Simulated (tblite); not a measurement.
## Run report: C7H11, geometry relaxation (part 1 of 2)

C7H11, multiplicity 2, computed with GFN2-xTB geometry optimisation, gas phase (tblite 0.8.0).

It belongs to a series of runs on one base structure; here: H removed from sp3 C.

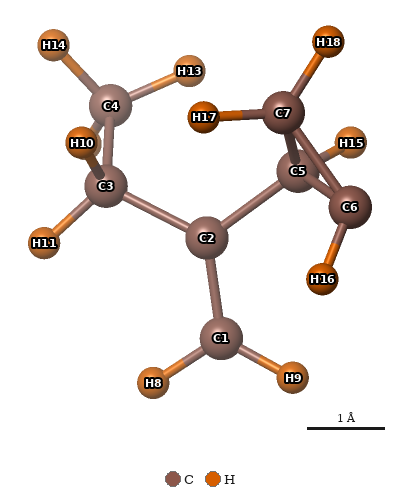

Figure 1. The input geometry (ball-and-stick view, seen at a tilt; atoms are numbered from 1 in the order of the input). Bond lengths as drawn: C–C 1.33 to 1.53 Å and C–H 1.07 to 1.13 Å.

Input:
```
{"job": {"kind": "relax", "xc": "GFN2-xTB", "basis": "xTB"}, "charge": 0, "multiplicity": 2}
C     -0.393600    -1.629300    -1.486900
C     -0.070400    -0.566400    -0.758600
C      1.095400     0.314300    -1.068700
C      2.123200     0.356900     0.039700
C     -0.888100    -0.254900     0.483500
C     -2.385200    -0.102200     0.186000
C     -1.549100     1.118400     0.462100
H      0.234400    -1.813200    -2.367000
H     -1.211900    -2.285500    -1.284800
H      0.751200     1.381900    -1.181700
H      1.558000     0.044800    -2.040700
H      2.897800    -0.396800    -0.214200
H      1.643000     0.182400     1.037400
H      2.565200     1.384100     0.006500
H     -0.666600    -0.741400     1.426400
H     -2.694700    -0.337200    -0.828000
H     -1.204100     1.754100    -0.376300
H     -1.813400     1.596200     1.424000
```

The first line tells a small driver script what to run in tblite; the rest is the geometry in Å.

Command:
```bash
OMP_NUM_THREADS=1 python <driver script> task.json out
```

Output:
```
step      E/eV     max force
  0    -555.77820    2.709
  1    -556.01303    1.167
  2    -556.10925    0.565
  3    -556.15590    0.609
  4    -556.19574    0.474
  5    -556.21921    0.438
  6    -556.23892    0.343
  7    -556.25184    0.324
  8    -556.26275    0.318
  9    -556.27207    0.210
 10    -556.28088    0.234
 11    -556.28984    0.211
 12    -556.29843    0.231
 13    -556.30542    0.183
 14    -556.31155    0.184
 15    -556.31828    0.174
 16    -556.32494    0.215
 17    -556.33008    0.155
 18    -556.33352    0.116
 19    -556.33616    0.158
 20    -556.33893    0.167
 21    -556.34197    0.128
 22    -556.34475    0.117
 23    -556.34737    0.126
 24    -556.35038    0.203
 25    -556.35370    0.212
 26    -556.35655    0.133
 27    -556.35854    0.096
 28    -556.36015    0.096
 29    -556.36209    0.154
 30    -556.36464    0.167
 31    -556.36731    0.127
 32    -556.36961    0.101
 33    -556.37150    0.109
 34    -556.37321    0.118
 35    -556.37502    0.107
 36    -556.37671    0.118
 37    -556.37808    0.108
 38    -556.37917    0.093
 39    -556.38022    0.110
 40    -556.38130    0.076
 41    -556.38259    0.079
 42    -556.38323    0.074
 43    -556.38419    0.059
 44    -556.38482    0.070
 45    -556.38540    0.072
 46    -556.38594    0.068
 47    -556.38656    0.063
 48    -556.38715    0.058
 49    -556.38766    0.052
 50    -556.38807    0.043
 51    -556.38847    0.048
 52    -556.38890    0.068
 53    -556.38927    0.063
 54    -556.38949    0.032
 55    -556.38961    0.025
 56    -556.38971    0.027
 57    -556.38984    0.044
 58    -556.39001    0.045
 59    -556.39018    0.026
 60    -556.39032    0.032
 61    -556.39045    0.029
 62    -556.39059    0.040
 63    -556.39071    0.033
 64    -556.39079    0.014
 65    -556.39084    0.015
 66    -556.39091    0.023
 67    -556.39100    0.034
 68    -556.39109    0.032
 69    -556.39116    0.019
 70    -556.39121    0.017
 71    -556.39124    0.014
 72    -556.39127    0.014
 73    -556.39129    0.011
 74    -556.39131    0.016
 75    -556.39134    0.017
 76    -556.39136    0.010
 77    -556.39138    0.012
 78    -556.39139    0.012
 79    -556.39141    0.013
 80    -556.39144    0.016
 81    -556.39147    0.016
 82    -556.39150    0.013
 83    -556.39153    0.011
 84    -556.39155    0.017
 85    -556.39160    0.022
 86    -556.39166    0.023
 87    -556.39174    0.023
 88    -556.39182    0.020
 89    -556.39191    0.027
 90    -556.39203    0.033
 91    -556.39215    0.029
 92    -556.39225    0.020
 93    -556.39230    0.018
 94    -556.39236    0.020
 95    -556.39245    0.027
 96    -556.39258    0.030
 97    -556.39270    0.025
 98    -556.39278    0.019
 99    -556.39283    0.019
100    -556.39289    0.022
101    -556.39298    0.021
102    -556.39307    0.020
103    -556.39314    0.023
104    -556.39319    0.018
105    -556.39324    0.017
106    -556.39328    0.017
107    -556.39332    0.015
108    -556.39335    0.014
109    -556.39337    0.012
110    -556.39339    0.010
111    -556.39341    0.009
```

Trajectory as extended XYZ (Å, eV, eV/Å), 12 of the 112 frames kept, from step=0 to step=111:
```
18
Properties=species:S:1:pos:R:3:forces:R:3 step=0 energy=-555.77820
C    -0.3936   -1.6293   -1.4869    1.0670   0.4880  -0.6950
C    -0.0704   -0.5664   -0.7586   -0.4890  -0.8090   0.8420
C     1.0954    0.3143   -1.0687   -0.6820   1.2140  -0.7050
C     2.1232    0.3569    0.0397    0.6620   0.2460   0.2860
C    -0.8881   -0.2549    0.4835   -1.5950   0.3150  -0.4880
C    -2.3852   -0.1022    0.1860    2.4330   0.6900  -0.9710
C    -1.5491    1.1184    0.4621   -0.5520  -0.5800   0.4110
H     0.2344   -1.8132   -2.3670   -0.5310  -0.2550   0.3060
H    -1.2119   -2.2855   -1.2848   -0.0800  -0.0820   0.0590
H     0.7512    1.3819   -1.1817   -0.1040  -0.8820  -0.1070
H     1.5580    0.0448   -2.0407   -0.2780   0.0060   0.5320
H     2.8978   -0.3968   -0.2142   -0.3740   0.4860   0.7650
H     1.6430    0.1824    1.0374    0.7100   0.1090  -0.9500
H     2.5652    1.3841    0.0065    0.0070  -1.0140   0.3940
H    -0.6666   -0.7414    1.4264    0.3590   0.1780  -0.1590
H    -2.6947   -0.3372   -0.8280   -0.4810   0.0300   0.4760
H    -1.2041    1.7541   -0.3763   -0.6720  -0.0970   0.7570
H    -1.8134    1.5962    1.4240    0.6020  -0.0430  -0.7520
18
Properties=species:S:1:pos:R:3:forces:R:3 step=10 energy=-556.28088
C    -0.3353   -1.6480   -1.5116   -0.0080   0.0280   0.0080
C    -0.0417   -0.6087   -0.7443    0.0200  -0.0690  -0.0590
C     1.0808    0.3447   -1.0593   -0.1050  -0.1120   0.0020
C     2.1536    0.3799    0.0438   -0.1530  -0.0400  -0.1730
C    -0.9180   -0.2638    0.4249    0.1100   0.0840  -0.0940
C    -2.3334   -0.0819    0.1108   -0.1240   0.0390   0.0790
C    -1.5706    1.1166    0.4565    0.0930  -0.0030   0.0520
H     0.2232   -1.8824   -2.4030    0.0540  -0.0600   0.0800
H    -1.1720   -2.2881   -1.2811    0.0720  -0.0170  -0.0370
H     0.6371    1.3375   -1.1959    0.1670  -0.0210   0.0920
H     1.5093    0.0407   -2.0195    0.1240   0.1410   0.1270
H     2.8942   -0.3990   -0.1307   -0.0590   0.0230   0.0500
H     1.6966    0.2033    1.0171    0.0690   0.1130  -0.0740
H     2.6632    1.3431    0.0634   -0.0410  -0.1020  -0.0220
H    -0.6228   -0.6963    1.3781   -0.0400   0.0510  -0.0870
H    -2.8367   -0.3189   -0.8026   -0.0980   0.0220   0.0140
H    -1.3172    1.8447   -0.3079   -0.0900  -0.0150  -0.0440
H    -1.7192    1.5830    1.4201    0.0090  -0.0620   0.0880
18
Properties=species:S:1:pos:R:3:forces:R:3 step=20 energy=-556.33893
C    -0.2965   -1.6899   -1.5314    0.0460   0.0190  -0.0190
C    -0.0445   -0.6126   -0.8041    0.0080  -0.0080   0.0270
C     1.0874    0.3452   -1.0628   -0.0360   0.0200  -0.0380
C     2.1476    0.3628    0.0443   -0.0290   0.0000  -0.0250
C    -0.9345   -0.2474    0.3464   -0.0080   0.0700  -0.0070
C    -2.3688   -0.0598    0.1371   -0.0620  -0.0870   0.1280
C    -1.5899    1.1291    0.4674    0.1160  -0.0020   0.0330
H     0.3071   -1.9779   -2.3762    0.0620   0.0340   0.0380
H    -1.1319   -2.3343   -1.3084    0.0290   0.0440   0.0040
H     0.6579    1.3488   -1.1421    0.0270  -0.0160  -0.0280
H     1.5722    0.1099   -2.0128   -0.0730  -0.0060  -0.0090
H     2.8519   -0.4577   -0.0802   -0.0720  -0.0060   0.0280
H     1.6923    0.2780    1.0281   -0.0060   0.0500  -0.0340
H     2.6983    1.3013   -0.0004    0.0490  -0.0850   0.0300
H    -0.6110   -0.6640    1.2976   -0.0070  -0.0540  -0.0450
H    -2.9699   -0.2586   -0.7224   -0.0300  -0.0270  -0.0560
H    -1.4382    1.8920   -0.2864    0.0340   0.0300  -0.0780
H    -1.6381    1.5415    1.4653   -0.0480   0.0260   0.0490
18
Properties=species:S:1:pos:R:3:forces:R:3 step=30 energy=-556.36464
C    -0.2420   -1.6867   -1.5332    0.0170  -0.0160  -0.0150
C    -0.0523   -0.5836   -0.8287    0.0280  -0.0370   0.0730
C     1.0787    0.3736   -1.0811   -0.0070   0.0390  -0.0170
C     2.1288    0.3484    0.0331   -0.0130   0.0020   0.0160
C    -0.9444   -0.2378    0.3242   -0.0350  -0.0160   0.0050
C    -2.3858   -0.0514    0.1684   -0.0270  -0.1400   0.0870
C    -1.5933    1.1322    0.4865    0.0550  -0.0200  -0.0110
H     0.4247   -1.9802   -2.3270   -0.0380   0.0370  -0.0400
H    -1.0712   -2.3438   -1.3333    0.0210  -0.0280   0.0130
H     0.6640    1.3825   -1.1522    0.0300   0.0230  -0.0030
H     1.5463    0.1310   -2.0367    0.0390   0.0360  -0.0030
H     2.7337   -0.5546   -0.0305   -0.0670   0.0130   0.0300
H     1.6472    0.3775    1.0074    0.0130   0.0010   0.0030
H     2.7892    1.2118   -0.0372   -0.0140  -0.0610  -0.0770
H    -0.6029   -0.6978    1.2500   -0.0230   0.0390   0.0090
H    -3.0378   -0.2462   -0.6530   -0.0240  -0.0220  -0.0780
H    -1.4730    1.8851   -0.2818    0.0670   0.1150  -0.0420
H    -1.6186    1.5463    1.4838   -0.0230   0.0350   0.0510
18
Properties=species:S:1:pos:R:3:forces:R:3 step=40 energy=-556.38130
C    -0.2032   -1.6846   -1.5349   -0.0530   0.0240  -0.0100
C    -0.0552   -0.5744   -0.8306    0.0320  -0.0050   0.0310
C     1.0620    0.3986   -1.0880    0.0140   0.0170  -0.0050
C     2.1046    0.3361    0.0287    0.0130  -0.0010   0.0100
C    -0.9467   -0.2403    0.3296    0.0020  -0.0350  -0.0200
C    -2.3889   -0.0549    0.1751    0.0250  -0.0700   0.0150
C    -1.5924    1.1300    0.4888   -0.0140   0.0040  -0.0030
H     0.4551   -1.9322   -2.3528   -0.0380   0.0090   0.0460
H    -0.9948   -2.3831   -1.3247   -0.0080  -0.0200  -0.0060
H     0.6609    1.4123   -1.1558   -0.0070   0.0190   0.0550
H     1.5403    0.1680   -2.0413   -0.0060  -0.0240  -0.0210
H     2.5940   -0.6360    0.0281   -0.0130   0.0140   0.0160
H     1.6355    0.4833    0.9984    0.0180   0.0390  -0.0060
H     2.8612    1.1056   -0.1098   -0.0070  -0.0180  -0.0130
H    -0.6068   -0.6876    1.2621    0.0200  -0.0250  -0.0390
H    -3.0525   -0.2693   -0.6341    0.0270   0.0250  -0.0360
H    -1.4538    1.8933   -0.2683   -0.0030   0.0290  -0.0510
H    -1.6280    1.5416    1.4883   -0.0040   0.0170   0.0370
18
Properties=species:S:1:pos:R:3:forces:R:3 step=50 energy=-556.38807
C    -0.2149   -1.6792   -1.5343   -0.0130   0.0270  -0.0180
C    -0.0561   -0.5740   -0.8246    0.0420   0.0000   0.0110
C     1.0565    0.4051   -1.0811    0.0060   0.0070  -0.0060
C     2.1067    0.3386    0.0281   -0.0160  -0.0090  -0.0030
C    -0.9400   -0.2490    0.3401    0.0030   0.0020  -0.0150
C    -2.3819   -0.0729    0.1720    0.0130   0.0010  -0.0200
C    -1.5937    1.1196    0.4896   -0.0420   0.0050   0.0070
H     0.4316   -1.9129   -2.3640   -0.0080  -0.0350   0.0140
H    -0.9975   -2.3867   -1.3158    0.0050   0.0300  -0.0190
H     0.6565    1.4204   -1.1226   -0.0260   0.0100  -0.0180
H     1.5246    0.1854   -2.0421    0.0030  -0.0090  -0.0100
H     2.5407   -0.6567    0.0740    0.0210  -0.0300   0.0100
H     1.6540    0.5623    0.9900    0.0120   0.0220   0.0300
H     2.9023    1.0570   -0.1546    0.0000   0.0010  -0.0170
H    -0.5882   -0.6999    1.2656   -0.0360   0.0220   0.0060
H    -3.0088   -0.2698   -0.6731    0.0220  -0.0090   0.0270
H    -1.4611    1.8801   -0.2745    0.0120  -0.0200   0.0080
H    -1.6393    1.5391    1.4861    0.0010  -0.0150   0.0120
```
